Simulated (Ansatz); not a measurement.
BNH₆: several calculations on one system

Part 1: Relaxation

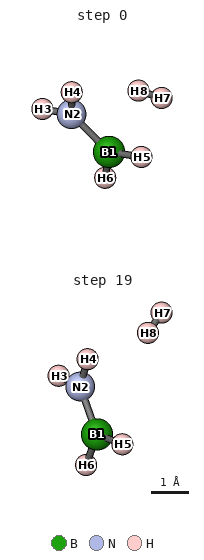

The structure of BNH6 before (top) and after (bottom) a relaxation, at one scale.

A ball-and-stick model, seen at a tilt.

The run prepares an end point of a later path (reaction) calculation, from a guessed geometry.

All numbers below come from RKS PBE0-D4/def2-SVP in Ansatz.

Input file:
```yaml
crystal:
  periodic: [false, false, false]
  atoms:
    - { symbol: B, position_ang: [0.017239, -0.158482, 0.296795] }
    - { symbol: "N", position_ang: [0.038566, -0.301772, 1.75549] }
    - { symbol: H, position_ang: [-0.791105, -0.491416, 2.300822] }
    - { symbol: H, position_ang: [0.891801, -0.265307, 2.296376] }
    - { symbol: H, position_ang: [1.063271, 0.009531, -0.280893] }
    - { symbol: H, position_ang: [-1.037812, -0.262065, -0.280169] }
    - { symbol: H, position_ang: [-0.287472, 2.219308, 0.363268] }
    - { symbol: H, position_ang: [-0.234289, 1.805704, 0.948711] }
basis:
  gaussian: { orbitals: def2-SVP }
hamiltonian:
  xc: pbe0
  dispersion: d4
relax:
  f_tol: 0.03
  max_steps: 50
```

Command:
```bash
ansatz run input.yaml --threads 1 --pin off --max-ram 2048MiB --backend cpu --events-out ev --progress --plain --runs-dir out
```

What changed between the two?

H7 moves most after the best rigid fit: 1.43 Å. By element the largest moves are H 1.43 Å, B 0.66 Å, N 0.32 Å. Some distances before and after: B1–N2 1.466 → 1.389 Å, H7–H8 0.719 → 0.762 Å. Over 18 accepted moves (19 points after the start) the energy falls by 8.52 kcal/mol. Largest force component: 2.6 eV/Å at the start, 0.026 eV/Å at the end. The line search rejected the trial step at point 18 of the run. The forces were under the threshold at step 11, but the run went on from there. The run took 23 s on 1 thread of AMD EPYC 7R43 64-Core Processor (Zen 3), with other jobs on the host, peak memory 0.13 GiB.

Part 2: Relaxation

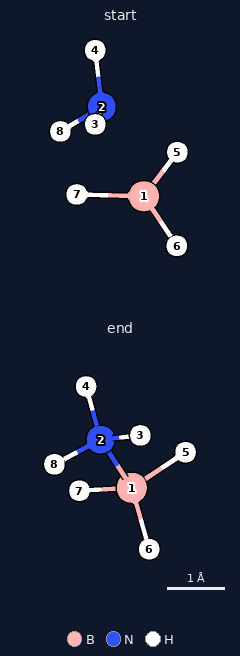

The structure of BNH6 before (top) and after (bottom) a relaxation, at one scale.

The picture is a ball-and-stick view, seen from a free direction.

The run prepares an end point of a later path (reaction) calculation, from a guessed geometry.

Level of theory: Ansatz 0.2.0, RKS PBE0-D4/def2-SVP. Set-up: no spin polarisation; force threshold 0.03 eV/Å; at most 50 steps.

> Describe what moved and what it gained.

The energy falls by 1.472 eV in 16 accepted moves (17 points after the start). Largest force component: 0.92 eV/Å at the start, 0.023 eV/Å at the end. The line search rejected the trial step at point 10 of the run. The forces were under the threshold at step 7, but the run went on from there. The atom that moves furthest after the best rigid fit is H3 (1.01 Å). By element the largest moves are H 1.01 Å, B 0.61 Å, N 0.52 Å. Near-neighbour distances that change, for instance: B1–N2 2.728 → 1.636 Å, B1–H7 1.200 → 1.224 Å, B1–H5 1.206 → 1.224 Å, N2–H8 1.037 → 1.021 Å. New bonds form, among them: B1–N2 (2.73 → 1.64 Å). Bond angles that change, for instance: H5–B1–H6 120.8° → 113.1°, H5–B1–H7 119.5° → 113.2°. The run took 18 s on 1 thread of AMD EPYC 7R43 64-Core Processor (Zen 3), on a shared host, peak memory 0.13 GiB.

Part 3: Path

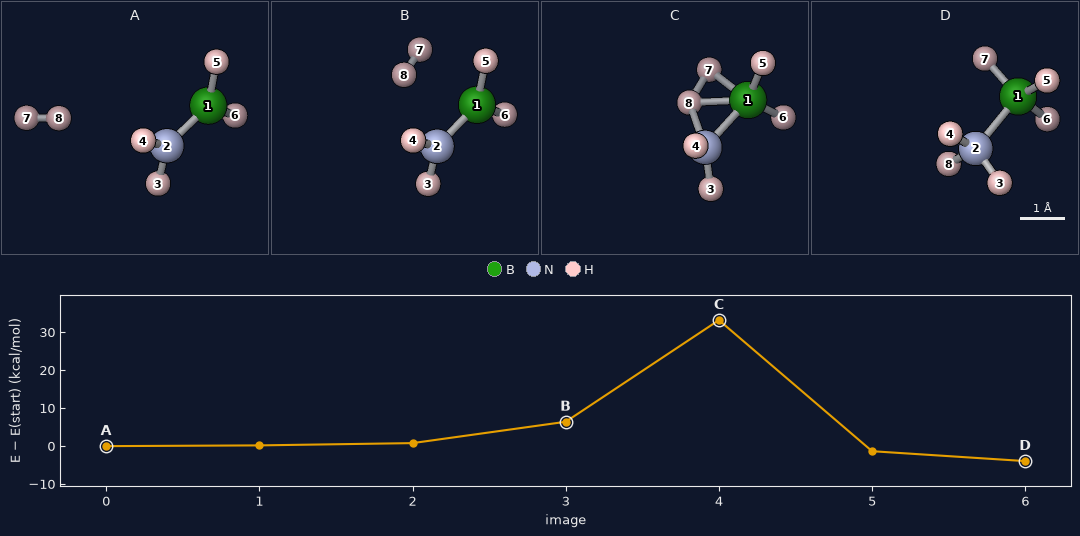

A nudged-elastic-band calculation for BNH$_{6}$, made up at the start of BNH₄ and H2. Images are numbered from 0 (start) to 6 (end). Frames A to D are images 0, 3, 4, 6. A ball-and-stick model, seen from a free direction.

Theory: RKS PBE0-D4/def2-SVP (Ansatz 0.2.0). Set-up: 5 movable images; climbing image; force threshold 0.03 eV/Å; iteration limit 60; starting path through a guess of the saddle point.

Q: Describe the mechanism and the energy profile.

A: Forward barrier 33.2 kcal/mol, backward barrier 37.1 kcal/mol, with image 4 at the top; the reaction energy is −3.9 kcal/mol. Breaking: H7–H8 (0.76 → 0.99 at the top → 2.56 Å). Forming: B1–H7 (4.25 → 1.38 at the top → 1.22 Å), N2–H8 (2.78 → 1.40 at the top → 1.02 Å). The band converged in 18 iterations. The largest component of the band force went from 12 to 0.024 eV/Å. The climbing image converged on the top of the path. Its vibrational analysis gives one imaginary mode (1290i cm⁻¹), as a transition state must have.

Limits of the set-up: the start holds two separate molecules, 2.8 Å apart at their closest, whose relative position is a soft coordinate.

The run took 89 s on 1 thread of AMD EPYC 7R43 64-Core Processor (Zen 3), on a shared host, peak memory 0.11 GiB.
